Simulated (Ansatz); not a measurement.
**Li+ with H₂S: superposition error and deformation, part 1 of 2**

Aim: split the binding of a pair into the counterpoise interaction, the basis-set superposition error and the cost of deforming the fragments.

Computed with Ansatz 0.2.0, Gaussian basis. Level: PBE0-D4 structures, single points in def2-TZVPPD.

Levels: PBE-D4, revPBE-D4, BLYP-D4, r2SCAN-D4, B97M-V, PBE0-D4, B3LYP-D4, HSE06-D4, wB97X-V, wB97M-V, B2PLYP, Hartree-Fock, MP2, CCSD, CCSD(T).

Cores are frozen in the correlated methods. The outer core shell of Li, Na, Mg and K is correlated. B3LYP uses VWN-RPA correlation. B2PLYP carries no dispersion term here.

129 further runs of the same task are left out: 129 set aside as unsound or not needed.

### 1 Where the work starts

The relaxed pair: 4 atoms, charge 1, spin multiplicity 1.

Atoms are counted from 1 here; the program's logs count them from 0.

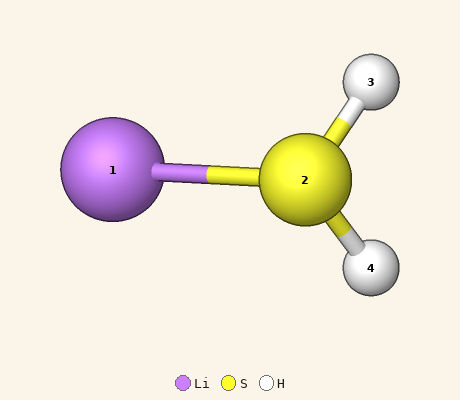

Start geometry, drawn with lithium purple, sulfur yellow, hydrogen white; atoms are numbered from 1 in the order of the file.

Coordinates:

```xyz
4
H2LiS
Li   -1.2987    1.4435    0.3760
S     0.2291   -0.4008    0.4493
H     1.2742    0.0983   -0.2370
H    -0.2045   -1.1410   -0.5882
```

Atoms 1 to 1 are fragment A (Li+), the rest fragment B (H₂S). From earlier runs, pair energy (eV) and counterpoise interaction (meV):

```tsv
method	E(pair)	interaction
PBE-D4	-11062.12757	-1066
revPBE-D4	-11065.68655	-1044
BLYP-D4	-11067.42994	-1059
r2SCAN-D4	-11066.66787	-974
B97M-V	-11065.50520	-994
PBE0-D4	-11063.20917	-1064
B3LYP-D4	-11068.34337	-1065
HSE06-D4	-11062.97500	-1064
wB97X-V	-11065.78304	-1033
wB97M-V	-11066.54895	-1019
B2PLYP	-11063.91665	-1028
Hartree-Fock	-11047.31126	-989
CCSD(T)	-11054.34438	-960
```

First each fragment is run alone in its own basis, frozen in the shape it has in the pair (a, b).

### 2 wB97X-V/def2-TZVPPD

Input file a/in.yaml:

```yaml
crystal:
  periodic: [false, false, false]
  atoms:
    - {symbol: Li, position_ang: [-1.298724, 1.443519, 0.375972]}
basis:
  gaussian: {orbitals: "def2-TZVPPD.json"}
total_charge: 1
hamiltonian: {xc: {name: wB97X-V}}
```

Input file b/in.yaml:

```yaml
crystal:
  periodic: [false, false, false]
  atoms:
    - {symbol: S, position_ang: [0.229073, -0.400832, 0.449289]}
    - {symbol: H, position_ang: [1.274199, 0.098262, -0.237026]}
    - {symbol: H, position_ang: [-0.204547, -1.141048, -0.588236]}
basis:
  gaussian: {orbitals: "def2-TZVPPD.json"}
hamiltonian: {xc: {name: wB97X-V}}
```

The basis file named in the input lies beside it (Basis Set Exchange, JSON).

One command serves all of them, each in its own folder.

Command:

```
> ansatz run in.yaml --threads 2 --pin off --events-out ev --progress --plain --max-ram 5222MiB
```

a printed:

```text
Functional definition: wB97X-V
  name "wB97X-V"
  cite "Mardirossian & Head-Gordon, Phys. Chem. Chem. Phys. 16, 9904 (2014) doi:10.1039/C3CP54374A"
  cite "Becke, J. Chem. Phys. 107, 8554 (1997) doi:10.1063/1.475007"
  cite "Vydrov & Van Voorhis, J. Chem. Phys. 133, 244103 (2010) doi:10.1063/1.3521275"
  parameter omega = 0.3/bohr
  parameter cx = 0.167
  parameter cx1 = 0.603
  parameter cx2 = 1.194
  parameter css0 = 0.556
  parameter css1 = -0.257
  parameter cos0 = 1.219
  parameter cos1 = -1.850
  parameter b = 6.0
  parameter c = 0.01
  exchange = spin_sum(e_x_unif_sr(omega)*poly(b97_u_x, 1 - cx, cx1, cx2)) + cx*exact_x_sr(omega) + exact_x_lr(omega)
  correlation = spin_sum(e_c_pw_same_spin*poly(b97_u_same, css0, css1))
      + integral(e_c_pw_opposite_spin*poly(b97_u_opposite, cos0, cos1)) + vv10(b, c)
139 factors; their error is unknown
50 factors; integrals over basis functions are off by at most 2.1e-4 eV
mean field evaluation 1: about -198.0572 eV, gradient 3.5e-1 eV
mean field evaluation 2: about -198.0572 eV, gradient 3.5e-1 eV
mean field evaluation 4: about -198.0572 eV, gradient 3.0e-2 eV
mean field evaluation 8: about -198.0572 eV, gradient 4.4e-7 eV
mean field -198.05722125 eV, -7.2784686331 hartree, gradient 4.4e-7 eV, S^2 0.000000; 0 other end points of the search recorded, 0 dependent functions left out
reference -198.05722091 eV, -7.2784686203 hartree; 1, 1 occupied and 21, 21 virtual orbitals, 139 factors
Total energy: -198.05722091 eV, -7.2784686203 hartree
```

Output in b, cut to the lines that bear on the results:

```text
[... 5 set-up lines as earlier in the session ...]
[...]
      + integral(e_c_pw_opposite_spin*poly(b97_u_opposite, cos0, cos1)) + vv10(b, c)
457 factors; their error is unknown
112 factors; integrals over basis functions are off by at most 4.2e-5 eV
[...]
mean field -10866.69077393 eV, -399.3435202345 hartree, gradient 1.4e-5 eV, S^2 0.000000; 0 other end points of the search recorded, 0 dependent functions left out
reference -10866.69077171 eV, -399.3435201528 hartree; 9, 9 occupied and 76, 76 virtual orbitals, 457 factors
Total energy: -10866.69077171 eV, -399.3435201528 hartree
```

Wall times: 0.2 s (a), 0.7 s (b) on 2 threads of Intel Xeon 6975P-C, shared host.

### 3 wB97M-V/def2-TZVPPD

The same edit goes into each in.yaml of step 2 (a, b):

```diff
-hamiltonian: {xc: {name: wB97X-V}}
+hamiltonian: {xc: {name: wB97M-V}}
```

Each run has its own folder and the same command.

Command:

```
> ansatz run in.yaml --threads 2 --pin off --events-out ev --progress --plain --max-ram 5222MiB
```

Log of a, cut to the lines that bear on the results:

```text
Functional definition: wB97M-V
  name "wB97M-V"
  cite "Mardirossian & Head-Gordon, J. Chem. Phys. 144, 214110 (2016) doi:10.1063/1.4952647"
[... 2 set-up lines as earlier in the session ...]
  # Of w^i u^j: cxij and so on, Table III.
[...]
  gx(w, u) = 1 - cx + cx01*u + cx10*w
  gss(w, u) = css00 + css04*u^4 + css10*w + css20*w^2 + css43*w^4*u^3
  gos(w, u) = cos00 + cos10*w + (cos20 + cos21*u)*w^2 + (cos60 + cos61*u)*w^6
[...]
      + integral(e_c_pw_mod_opposite_spin*gos(b97_w_opposite, b97_u_opposite)) + vv10(b, c)
139 factors; their error is unknown
50 factors; integrals over basis functions are off by at most 2.1e-4 eV
[...]
mean field -197.98566991 eV, -7.2758391695 hartree, gradient 3.9e-7 eV, S^2 0.000000; 0 other end points of the search recorded, 0 dependent functions left out
reference -197.98567899 eV, -7.2758395033 hartree; 1, 1 occupied and 21, 21 virtual orbitals, 139 factors
Total energy: -197.98567899 eV, -7.2758395033 hartree
```

Output in b, cut to the lines that bear on the results:

```text
[... 5 set-up lines as earlier in the session ...]
  # Of w^i u^j: cxij and so on, Table III.
[...]
  gx(w, u) = 1 - cx + cx01*u + cx10*w
  gss(w, u) = css00 + css04*u^4 + css10*w + css20*w^2 + css43*w^4*u^3
  gos(w, u) = cos00 + cos10*w + (cos20 + cos21*u)*w^2 + (cos60 + cos61*u)*w^6
[...]
      + integral(e_c_pw_mod_opposite_spin*gos(b97_w_opposite, b97_u_opposite)) + vv10(b, c)
436 factors; their error is unknown
112 factors; integrals over basis functions are off by at most 4.2e-5 eV
[...]
mean field -10867.54155723 eV, -399.3747859439 hartree, gradient 1.6e-5 eV, S^2 0.000000; 0 other end points of the search recorded, 0 dependent functions left out
reference -10867.54161646 eV, -399.3747881207 hartree; 9, 9 occupied and 76, 76 virtual orbitals, 436 factors
Total energy: -10867.54161646 eV, -399.3747881207 hartree
```

Wall times: 0.2 s (a), 0.8 s (b) on 2 threads of Intel Xeon 6975P-C, shared host.

### 4 B2PLYP/def2-TZVPPD

The same edit goes into each in.yaml of step 3 (a, b):

```diff
-hamiltonian: {xc: {name: wB97M-V}}
+hamiltonian: {xc: {name: B2PLYP}}
```

One command serves all of them, each in its own folder.

Command:

```
> ansatz run in.yaml --threads 2 --pin off --events-out ev --progress --plain --max-ram 5222MiB
```

a printed:

```text
Functional definition: B2PLYP
  name "B2PLYP"
  cite "Grimme, J. Chem. Phys. 124, 034108 (2006) doi:10.1063/1.2148954"
  cite "Becke, Phys. Rev. A 38, 3098 (1988) doi:10.1103/PhysRevA.38.3098"
  cite "Lee, Yang & Parr, Phys. Rev. B 37, 785 (1988) doi:10.1103/PhysRevB.37.785"
  parameter a = 0.53
  parameter c = 0.27
  exchange = (1 - a)*b88_x + a*exact_x
  correlation = (1 - c)*lyp_c + c*(mp2_os + mp2_ss)
115 factors; integrals over basis functions are off by at most 1.7e-4 eV
mean field evaluation 1: about -197.7856 eV, gradient 2.2e-1 eV
mean field evaluation 2: about -197.7856 eV, gradient 2.2e-1 eV
mean field evaluation 4: about -197.7856 eV, gradient 9.7e-5 eV
mean field evaluation 8: about -197.7856 eV, gradient 7.8e-6 eV
mean field -197.78564506 eV, -7.2684883920 hartree, gradient 7.8e-6 eV, S^2 0.000000; 0 other end points of the search recorded, 0 dependent functions left out
reference -197.78567180 eV, -7.2684893745 hartree; 1, 1 occupied and 21, 21 virtual orbitals, 115 factors
second order -0.88875546 eV of doubles, -0.00000000 eV of singles
Total energy: -198.02563577 eV, -7.2773078880 hartree
```

Output in b, cut to the lines that bear on the results:

```text
[... 5 set-up lines as earlier in the session ...]
[...]
473 factors; integrals over basis functions are off by at most 5.8e-4 eV
[...]
mean field -10863.12706310 eV, -399.2125562769 hartree, gradient 2.3e-6 eV, S^2 0.000000; 0 other end points of the search recorded, 0 dependent functions left out
5 core orbitals not correlated: weight in the atoms' cores, before any rotation towards them, 1.000 or more for the frozen orbitals, at most 0.000 for the correlated occupied ones
reference -10863.12719448 eV, -399.2125611051 hartree; 4, 4 occupied and 76, 76 virtual orbitals, 473 factors
second order -6.40952174 eV of doubles, -0.00000000 eV of singles
Total energy: -10864.85776535 eV, -399.2761584115 hartree
```

Wall times: 0.1 s (a), 0.4 s (b) on 2 threads of Intel Xeon 6975P-C, shared host.

### 5 B97M-V/def2-TZVPPD

Each input of step 4 (a, b) changes in the same lines:

```diff
-hamiltonian: {xc: {name: B2PLYP}}
+hamiltonian: {xc: {name: B97M-V}}
```

One command serves all of them, each in its own folder.

Command:

```
> ansatz run in.yaml --threads 2 --pin off --events-out ev --progress --plain --max-ram 5222MiB
```

Output in a, cut to the lines that bear on the results:

```text
Functional definition: B97M-V
  name "B97M-V"
  cite "Mardirossian & Head-Gordon, J. Chem. Phys. 142, 074111 (2015) doi:10.1063/1.4907719"
[... 2 set-up lines as earlier in the session ...]
  # Of w^i u^j: cxij and so on, Table III.
[...]
  gx(w, u) = cx00 + cx01*u + cx02*u^2 + (cx10 + cx11*u)*w
  gss(w, u) = css00 + css02*u^2 + css10*w + (css32*w^3 + css42*w^4)*u^2
  gos(w, u) = cos00 + cos01*u + cos03*u^3 + cos10*w + cos32*w^3*u^2
[...]
      + integral(e_c_pw_mod_opposite_spin*gos(b97_w_opposite, b97_u_opposite)) + vv10(b, c)
139 factors; their error is unknown
[...]
mean field -198.92348132 eV, -7.3103031035 hartree, gradient 4.7e-7 eV, S^2 0.000000; 0 other end points of the search recorded, 0 dependent functions left out
reference -198.92348931 eV, -7.3103033968 hartree; 1, 1 occupied and 21, 21 virtual orbitals, 139 factors
Total energy: -198.92348931 eV, -7.3103033968 hartree
```

b printed, cut to the lines that bear on the results:

```text
[... 5 set-up lines as earlier in the session ...]
  # Of w^i u^j: cxij and so on, Table III.
[...]
  gx(w, u) = cx00 + cx01*u + cx02*u^2 + (cx10 + cx11*u)*w
  gss(w, u) = css00 + css02*u^2 + css10*w + (css32*w^3 + css42*w^4)*u^2
  gos(w, u) = cos00 + cos01*u + cos03*u^3 + cos10*w + cos32*w^3*u^2
[...]
      + integral(e_c_pw_mod_opposite_spin*gos(b97_w_opposite, b97_u_opposite)) + vv10(b, c)
436 factors; their error is unknown
[...]
mean field -10865.58685434 eV, -399.3029519376 hartree, gradient 3.4e-5 eV, S^2 0.000000; 0 other end points of the search recorded, 0 dependent functions left out
reference -10865.58692572 eV, -399.3029545610 hartree; 9, 9 occupied and 76, 76 virtual orbitals, 436 factors
Total energy: -10865.58692572 eV, -399.3029545610 hartree
```

Wall times: 0.2 s (a), 0.75 s (b) on 2 threads of Intel Xeon 6975P-C, shared host.

### 6 CCSD(T)/def2-TZVPPD

Each input of step 5 (a, b) changes in the same lines:

```diff
-hamiltonian: {xc: {name: B97M-V}}
+correlation: {method: ccsd_t}
```

The same command starts each run, in its folder.

Command:

```
> ansatz run in.yaml --threads 2 --pin off --events-out ev --progress --plain --max-ram 5222MiB
```

Output in a:

```text
Functional definition: HF
  name "HF"
  cite "Fock, Z. Phys. 61, 126 (1930) doi:10.1007/BF01340294"
  parent pbe
  exchange = exact_x
  correlation = 0
115 factors; integrals over basis functions are off by at most 1.7e-4 eV
mean field evaluation 1: about -196.9117 eV, gradient 2.2e-2 eV
mean field evaluation 2: about -196.9117 eV, gradient 2.2e-2 eV
mean field evaluation 4: about -196.9117 eV, gradient 9.3e-7 eV
mean field -196.91172360 eV, -7.2363723707 hartree, gradient 9.3e-7 eV, S^2 0.000000; 0 other end points of the search recorded, 0 dependent functions left out
reference -196.91172360 eV, -7.2363723707 hartree; 1, 1 occupied and 21, 21 virtual orbitals, 115 factors
second order -0.81477337 eV of doubles, -0.00000000 eV of singles
cycle   1  -0.91492215 eV  change   -1.0e-1 eV  update   6.4e-3
cycle   2  -0.93093312 eV  change   -1.6e-2 eV  update   1.1e-3
cycle   3  -0.93078793 eV  change    1.5e-4 eV  update   9.2e-5
cycle   4  -0.93078953 eV  change   -1.6e-6 eV  update   4.4e-6
cycle   5  -0.93079009 eV  change   -5.6e-7 eV  update   7.2e-7
perturbative correction 0.00000000 eV, 0.0000000000 hartree
Total energy: -197.84251369 eV, -7.2705782757 hartree
```

Output in b, cut to the lines that bear on the results:

```text
[... 4 set-up lines as earlier in the session ...]
[...]
473 factors; integrals over basis functions are off by at most 5.8e-4 eV
[...]
mean field -10849.40833133 eV, -398.7084021833 hartree, gradient 4.4e-6 eV, S^2 0.000000; 0 other end points of the search recorded, 0 dependent functions left out
5 core orbitals not correlated: weight in the atoms' cores, before any rotation towards them, 1.000 or more for the frozen orbitals, at most 0.000 for the correlated occupied ones
reference -10849.40833133 eV, -398.7084021833 hartree; 4, 4 occupied and 76, 76 virtual orbitals, 473 factors
second order -5.23314706 eV of doubles, -0.00000000 eV of singles
cycle   1  -5.71195643 eV  change   -4.8e-1 eV  update   5.0e-2
[...]
cycle   8  -5.89206086 eV  change    3.9e-6 eV  update   7.4e-6
perturbative correction -0.22676475 eV, -0.0083334508 hartree
Total energy: -10855.52715694 eV, -398.9332648770 hartree
```

Times: 0.1 s (a), 0.45 s (b) on 2 threads of Intel Xeon 6975P-C, shared host.

### 7 Relaxing H₂S alone

Input file relax-b/in.yaml:

```yaml
crystal:
  periodic: [false, false, false]
  atoms:
    - {symbol: S, position_ang: [0.229073, -0.400832, 0.449289]}
    - {symbol: H, position_ang: [1.274199, 0.098262, -0.237026]}
    - {symbol: H, position_ang: [-0.204547, -1.141048, -0.588236]}
basis:
  gaussian: {orbitals: def2-TZVP}
hamiltonian: {xc: pbe0, dispersion: d4}
relax: {f_tol: 0.005, max_steps: 200}
```

Command:

```
> ansatz run in.yaml --threads 2 --pin off --events-out ev --progress --plain --max-ram 5222MiB
```

Log, cut to the lines that bear on the results:

```text
Functional definition: PBE0
  name "PBE0"
  cite "Adamo & Barone, J. Chem. Phys. 110, 6158 (1999) doi:10.1063/1.478522"
  cite "Perdew, Burke & Ernzerhof, Phys. Rev. Lett. 77, 3865 (1996) doi:10.1103/PhysRevLett.77.3865"
[... 1 set-up line as earlier in the session ...]
[...]
359 factors; their error is unknown
[...]
mean field -10864.44874290 eV, -399.2611271137 hartree, gradient 5.0e-5 eV, S^2 0.000000; 0 other end points of the search recorded, 0 dependent functions left out
[...]
reference -10864.44875940 eV, -399.2611277200 hartree; 9, 9 occupied and 40, 40 virtual orbitals, 359 factors
relax step   1: F+E_penalty+E_count = -10864.46091787 eV  Δ(F+E_penalty+E_count) = +0.000e0 eV  max|allowed force component| = 1.277e-1 eV/Å  Δτ_max = 0.0000 Å  (21 SCF iters, accepted)
[...]
relax step   3: F+E_penalty+E_count = -10864.46263618 eV  Δ(F+E_penalty+E_count) = -1.204e-4 eV  max|allowed force component| = 1.838e-2 eV/Å  Δτ_max = 0.0018 Å  (20 SCF iters, accepted)
[...]
relax step   4: F+E_penalty+E_count = -10864.46264268 eV  Δ(F+E_penalty+E_count) = -6.497e-6 eV  max|allowed force component| = 5.650e-6 eV/Å  Δτ_max = 0.0005 Å  (17 SCF iters, accepted)
359 factors; their error is unknown
mean field -10864.45046316 eV, -399.2611903321 hartree, gradient 5.1e-5 eV, S^2 0.000000; 1 other end points of the search recorded, 0 dependent functions left out
[...]
reference -10864.45047967 eV, -399.2611909388 hartree; 9, 9 occupied and 40, 40 virtual orbitals, 359 factors
Total energy: -10864.46265919 eV, -399.2616385278 hartree
Atom 0 at     0.227599    -0.400251     0.453443 Å, force    -0.000002     0.000001     0.000005 eV/Å
Atom 1 at     1.265059     0.089694    -0.241449 Å, force     0.000006     0.000004    -0.000001 eV/Å
Atom 2 at    -0.193934    -1.133061    -0.587968 Å, force    -0.000004    -0.000004    -0.000004 eV/Å
Dipole moment:     0.080221    -0.031632    -0.226144 e Å
```

Wall time 0.8 s (2 threads of Intel Xeon 6975P-C, shared host).

The steps of the relaxation:

```tsv
step	energy from step 1 (eV)	largest force component (eV/Å)
1	0.0000	0.1277
2	-0.0016	0.0790
3	-0.0017	0.0184
4	-0.0017	0.0000
```

Distances of close pairs at the start and the end, largest changes first:

```tsv
bond	before (Å)	after (Å)	change (Å)
S1–H2	1.346	1.341	-0.005
S1–H3	1.346	1.341	-0.005
```

### 8 PBE-D4/def2-TZVPPD

Input file free-b/in.yaml:

```yaml
crystal:
  periodic: [false, false, false]
  atoms:
    - {symbol: S, position_ang: [0.227599, -0.400251, 0.453443]}
    - {symbol: H, position_ang: [1.265059, 0.089694, -0.241449]}
    - {symbol: H, position_ang: [-0.193934, -1.133061, -0.587968]}
basis:
  gaussian: {orbitals: "def2-TZVPPD.json"}
hamiltonian: {xc: pbe, dispersion: d4}
```

Command:

```
> ansatz run in.yaml --threads 2 --pin off --events-out ev --progress --plain --max-ram 5222MiB
```

Log:

```text
Functional definition: PBE
  name "PBE"
[... 2 set-up lines as earlier in the session ...]
  parameter kappa = 0.804
  parameter beta = 0.06672455060314922
  exchange = pbe_x(kappa = kappa, mu = beta*pi^2/3)
  correlation = pbe_c(beta = beta)
436 factors; their error is unknown
mean field evaluation 1: about -10862.7898 eV, gradient 1.6e1 eV
mean field evaluation 2: about -10862.7187 eV, gradient 1.9e1 eV
mean field evaluation 4: about -10863.5907 eV, gradient 9.5e-1 eV
mean field evaluation 8: about -10863.5812 eV, gradient 1.6e-3 eV
mean field -10863.58115278 eV, -399.2292437648 hartree, gradient 3.0e-5 eV, S^2 0.000000; 0 other end points of the search recorded, 0 dependent functions left out
reference -10863.58120252 eV, -399.2292455928 hartree; 9, 9 occupied and 76, 76 virtual orbitals, 436 factors
Total energy: -10863.59623931 eV, -399.2297981845 hartree
```

Wall time 0.2 s (2 threads of Intel Xeon 6975P-C, shared host).

### 9 r2SCAN-D4/def2-TZVPPD

Edit free-b/in.yaml of step 8 so:

```diff
@@ -8,2 +8,2 @@
   gaussian: {orbitals: "def2-TZVPPD.json"}
-hamiltonian: {xc: pbe, dispersion: d4}
+hamiltonian: {xc: r2scan, dispersion: d4}
```

Command:

```
> ansatz run in.yaml --threads 2 --pin off --events-out ev --progress --plain --max-ram 5222MiB
```

Log:

```text
Functional definition: r2SCAN
  name "r2SCAN"
  cite "Furness, Kaplan, Ning, Perdew & Sun, J. Phys. Chem. Lett. 11, 8208 (2020) doi:10.1021/acs.jpclett.0c02405"
  cite "Furness, Kaplan, Ning, Perdew & Sun, J. Phys. Chem. Lett. 11, 9248 (2020) doi:10.1021/acs.jpclett.0c03077"
  parent r2scan
  parameter k0 = 0.174
  parameter k1 = 0.065
  parameter a1 = 4.9479
  exchange = r2scan_x(k0 = k0, k1 = k1, a1 = a1)
  correlation = r2scan_c
436 factors; their error is unknown
mean field evaluation 1: about -10866.9728 eV, gradient 1.5e1 eV
mean field evaluation 2: about -10867.1121 eV, gradient 1.5e1 eV
mean field evaluation 4: about -10867.5625 eV, gradient 6.7e-1 eV
mean field evaluation 8: about -10867.5502 eV, gradient 1.4e-3 eV
mean field -10867.55018449 eV, -399.3751029898 hartree, gradient 3.7e-5 eV, S^2 0.000000; 0 other end points of the search recorded, 0 dependent functions left out
reference -10867.55020126 eV, -399.3751036061 hartree; 9, 9 occupied and 76, 76 virtual orbitals, 436 factors
Total energy: -10867.55354953 eV, -399.3752266529 hartree
```

Wall time 0.45 s (2 threads of Intel Xeon 6975P-C, shared host).

### 10 PBE0-D4/def2-TZVPPD

Edit free-b/in.yaml of step 9 so:

```diff
@@ -8,2 +8,3 @@
   gaussian: {orbitals: "def2-TZVPPD.json"}
-hamiltonian: {xc: r2scan, dispersion: d4}
+hamiltonian: {xc: pbe0, dispersion: d4}
+output: {orbitals: {seedname: orbitals}}
```

Command:

```
> ansatz run in.yaml --threads 2 --pin off --events-out ev --progress --plain --max-ram 5222MiB
```

Log, cut to the lines that bear on the results:

```text
[... 5 set-up lines as earlier in the session ...]
  parameter a = 0.25
[... 2 set-up lines as earlier in the session ...]
  exchange = (1 - a)*pbe_x(kappa = kappa, mu = beta*pi^2/3) + a*exact_x
[... 1 set-up line as earlier in the session ...]
474 factors; their error is unknown
mean field evaluation 1: about -10864.0637 eV, gradient 1.2e1 eV
mean field evaluation 2: about -10864.2122 eV, gradient 1.1e1 eV
mean field evaluation 4: about -10864.4867 eV, gradient 3.7e-1 eV
mean field evaluation 8: about -10864.5134 eV, gradient 2.5e-3 eV
mean field -10864.51342573 eV, -399.2635041638 hartree, gradient 6.8e-6 eV, S^2 0.000000; 0 other end points of the search recorded, 0 dependent functions left out
reference -10864.51346083 eV, -399.2635054537 hartree; 9, 9 occupied and 76, 76 virtual orbitals, 474 factors
Total energy: -10864.52564034 eV, -399.2639530427 hartree
```

Run time: 0.25 s. Hardware: 2 threads of Intel Xeon 6975P-C, shared host.

### 11 B3LYP-D4/def2-TZVPPD

Edit free-b/in.yaml of step 10 so:

```diff
@@ -8,3 +8,2 @@
   gaussian: {orbitals: "def2-TZVPPD.json"}
-hamiltonian: {xc: pbe0, dispersion: d4}
-output: {orbitals: {seedname: orbitals}}
+hamiltonian: {xc: {name: B3LYP}, dispersion: d4}
```

Command:

```
> ansatz run in.yaml --threads 2 --pin off --events-out ev --progress --plain --max-ram 5222MiB
```

Log:

```text
Functional definition: B3LYP
  name "B3LYP"
  cite "Stephens, Devlin, Chabalowski & Frisch, J. Phys. Chem. 98, 11623 (1994) doi:10.1021/j100096a001"
[... 2 set-up lines as earlier in the session ...]
  cite "Vosko, Wilk & Nusair, Can. J. Phys. 58, 1200 (1980) doi:10.1139/p80-159"
  parameter a0 = 0.2
  parameter ax = 0.72
  parameter ac = 0.81
  exchange = (1 - a0 - ax)*slater_x + ax*b88_x + a0*exact_x
  correlation = (1 - ac)*vwn_rpa_c + ac*lyp_c
462 factors; their error is unknown
mean field evaluation 1: about -10868.4299 eV, gradient 1.4e1 eV
mean field evaluation 2: about -10868.5321 eV, gradient 1.4e1 eV
mean field evaluation 4: about -10868.9702 eV, gradient 4.5e-1 eV
mean field evaluation 8: about -10868.9895 eV, gradient 1.9e-3 eV
mean field -10868.98951013 eV, -399.4279972315 hartree, gradient 7.5e-6 eV, S^2 0.000000; 0 other end points of the search recorded, 0 dependent functions left out
reference -10868.98972489 eV, -399.4280051240 hartree; 9, 9 occupied and 76, 76 virtual orbitals, 462 factors
Total energy: -10869.01416009 eV, -399.4289031011 hartree
```

Run time: 0.3 s. Hardware: 2 threads of Intel Xeon 6975P-C, shared host.

(Continued in part 2 of 2.)
